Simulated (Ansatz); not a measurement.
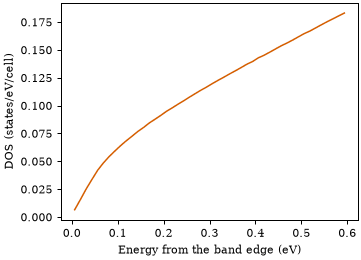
Figure. Density of states of BP (F-43m) below the valence band maximum, HSE06 with spin-orbit coupling, rigid bands (Ansatz, a quantum-chemistry and plane-wave program); cell volume 23.1 Å³.

### Question
What effective density of states at 300 K does this give (∫ g(E) exp(−E/k_BT) dE, both spins, divided by the cell's size)?

### Answer
2.2e19 cm⁻³, a density-of-states mass of 0.92 mₑ, valleys and band degeneracy included.

Geometry: cell and atoms relaxed with PBEsol.
